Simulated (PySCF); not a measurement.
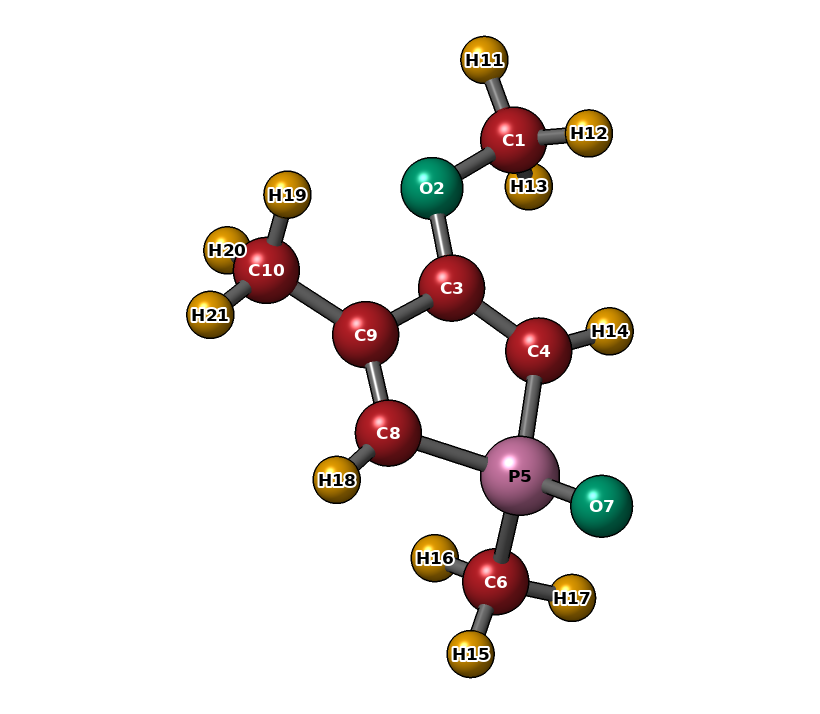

Every bond is drawn as one stick. The geometry was computed by an optimisation with GFN2-xTB. No frequency run is at hand to confirm it as a minimum. Computed with PBE0/pcSseg-1 (PySCF 2.14.0).

Question. Which bond between heavy atoms has the highest Mayer bond order?

Answer. P5–O7, 1.93, at a length of 1.468 Å.

List the Mayer bond orders of C1–O2, O2–C3, C3–C4, C3–C9, C4–P5, P5–C6, P5–O7, P5–C8, C8–C9, C9–C10 (bonds between heavy atoms, one of each equivalent set).

```csv
bond,Mayer order,length (Å)
C1–O2,0.90,1.409
O2–C3,1.09,1.347
C3–C4,1.73,1.344
C3–C9,0.98,1.478
C4–P5,0.85,1.806
P5–C6,0.99,1.835
P5–O7,1.93,1.468
P5–C8,0.84,1.815
C8–C9,1.81,1.337
C9–C10,1.07,1.488
```

The geometry is semi-empirical. Around P such bond lengths and angles can be off by a tenth of an ångström or more and by several degrees, and values that hang on the shape move with them.
